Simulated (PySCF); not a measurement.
# MgHCl (SMILES [MgH][Cl]): levels of theory compared

Aim: a comparison of 6 runs (B2PLYP/STO-3G, B3LYP/STO-3G, M06-2X/STO-3G, PBE/STO-3G, PBE0/STO-3G, CCSDTQ/STO-3G) of MgHCl. 

Program for the calculation: PySCF 2.14.0.

2 further runs of the same task are left out: 2 set aside as unsound or not needed.

## 1. Starting point

MgHCl has 3 atoms, charge 0, and is taken as a singlet. As SMILES, `[MgH][Cl]`. The Mg1–Cl2 distance was set to 3.280 Å, away from the relaxed value.

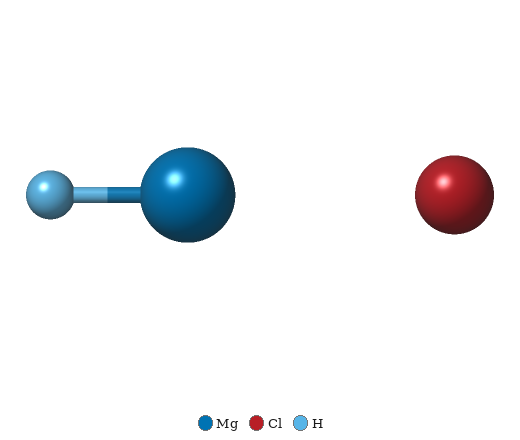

The structure, seen from a chosen angle (magnesium blue, chlorine red, hydrogen blue).

## 2. The energy at B2PLYP/STO-3G (run 1)

File run.py:

```python
from pyscf import gto, dft, mp

molecule = gto.Mole()
molecule.atom = [
    ('Mg', (-1.108238, 0.129748, -0.592644)),
    ('Cl', (1.766500, -0.265500, 0.937500)),
    ('H', (-2.585738, 0.334448, -1.378244)),
]
molecule.basis = 'sto-3g'
molecule.verbose = 3
molecule.spin = 0
molecule.max_memory = 1860
molecule.charge = 0
molecule.build()

calc0 = dft.RKS(molecule, xc='0.53*HF + 0.47*B88, 0.73*LYP')
calc0.grids.level = 5
calc0.conv_tol = 1e-10
calc0.kernel()
if not calc0.converged:
    calc0 = calc0.newton().run(calc0.mo_coeff, calc0.mo_occ)

pt = mp.MP2(calc0, frozen=6).run()
etot = calc0.e_tot + 0.27 * pt.e_corr
print('PT2 part  %.8f' % (0.27 * pt.e_corr))
print('E = %.10f Eh' % etot)
```

The run is started by

```bash
$ OMP_NUM_THREADS=1 python run.py
```

Output:

```text
converged SCF energy = -652.983368889542
E(RMP2) = -653.042323449557  E_corr = -0.0589545600151421
E(SCS-RMP2) = -653.047428342545  E_corr = -0.0640594530035803
PT2 part  -0.01591773
E = -652.9992866207 Eh
```

Run time: 1.6 s. Hardware: 1 thread of Arm Neoverse V2, shared host; peak memory 0.18 GiB.

## 3. The energy at B3LYP/STO-3G (run 2)

File geometry.xyz:

```xyz
3

Mg    -1.108238     0.129748    -0.592644
Cl     1.766500    -0.265500     0.937500
H     -2.585738     0.334448    -1.378244
```

File input.py:

```python
from pyscf import gto, dft

mol = gto.Mole()
mol.atom = 'geometry.xyz'
mol.max_memory = 1860
mol.basis = 'sto-3g'
mol.verbose = 3
mol.build()

myscf = dft.RKS(mol)
myscf.xc = 'b3lyp'
myscf.grids.level = 5
myscf.conv_tol = 1e-10
myscf.kernel()
if not myscf.converged:
    myscf = myscf.newton().run(myscf.mo_coeff, myscf.mo_occ)

energy = myscf.e_tot
print('Final energy', energy)
```

The run is started by

```bash
$ OMP_NUM_THREADS=1 python input.py
```

Output:

```text
converged SCF energy = -653.291218812625
Final energy -653.2912188126252
```

Run time: 1.9 s. Hardware: 1 thread of Arm Neoverse V2, shared host; peak memory 0.18 GiB.

Runs 3 to 5 aren't shown in full; the table further down has their settings and results.

## 4. The energy at CCSDTQ/STO-3G (run 6)

File run.py:

```python
from pyscf import gto, scf, cc

mol = gto.M(
    atom='''
Mg      -1.108238       0.129748      -0.592644
Cl       1.766500      -0.265500       0.937500
H       -2.585738       0.334448      -1.378244
''',
    basis='sto-3g',
    verbose=3,
    spin=0,
    max_memory=1860,
    charge=0,
)

hf = scf.RHF(mol)
hf.conv_tol = 1e-10
hf.kernel()
if not hf.converged:
    hf = hf.newton().run(hf.mo_coeff, hf.mo_occ)

mycc = cc.CCSDTQ(hf, frozen=6)
mycc.kernel()
e_final = mycc.e_tot
print(f'total energy: {e_final:.8f} hartree')
```

The run is started by

```bash
$ OMP_NUM_THREADS=1 python run.py
```

Output:

```text
converged SCF energy = -652.203118412992
_make_eris_incore_RCCSDTQ
RCCSDTQ converged
E(RCCSDTQ) = -652.251101122339   E_corr = -0.04798270934720897
E_corr(same-spin) = -0.00622616329394895
E_corr(oppo-spin) = -0.04175654605326
total energy: -652.25110112 hartree
```

Run time: 17 s. Hardware: 1 thread of Arm Neoverse V2, shared host; peak memory 0.13 GiB.

## 5. Overview of the runs

```tsv
run	level	frozen core orbitals	integration grid	energy (Eh)	dipole moment (D) of the reference	HOMO energy (eV)	LUMO energy (eV)	wall time
1	B2PLYP/STO-3G	6	5	-652.999287	8.16	-3.37	1.99	1.6 s
2	B3LYP/STO-3G	–	5	-653.291219	7.27	-2.19	0.65	1.9 s
3	M06-2X/STO-3G	–	5	-653.309168	7.94	-3.60	1.39	3.3 s
4	PBE/STO-3G	–	5	-652.948781	6.97	-1.08	0.28	1.9 s
5	PBE0/STO-3G	–	5	-653.045083	7.70	-2.31	0.99	1.6 s
6	CCSDTQ/STO-3G	6	–	-652.251101	9.38	-4.98	4.16	17 s
```

## 6. What came out

| quantity | value |
| --- | --- |
| run 6: total energy | -652.25110 Eh |
| run 6: dipole moment (Hartree–Fock density) | 9.38 D |
| run 6: HOMO energy (Hartree–Fock orbitals) | -4.98 eV |
| run 6: LUMO energy (Hartree–Fock orbitals) | 4.16 eV |
| run 6: HOMO–LUMO gap (Hartree–Fock orbitals) | 9.15 eV |
| run 6: correlation energy (6 core orbitals frozen) | -48.0 mEh |
| run 6: T1 diagnostic | 0.017 |

In words: Over runs 1, 2, 3, 4, 5 the dipole moment (its size) runs from 6.97 D (PBE/STO-3G) to 8.16 D (B2PLYP/STO-3G). A double hybrid's value is that of its SCF part. Over runs 1, 2, 3, 4, 5 the HOMO–LUMO gap runs from 1.36 eV (PBE/STO-3G) to 5.37 eV (B2PLYP/STO-3G). Totals of different functionals can't be ranked against each other. In runs 1, 2, 3, 4, 5, 6 the basis is minimal, so the values are rough. All runs together took 27 s, the longest 17 s.
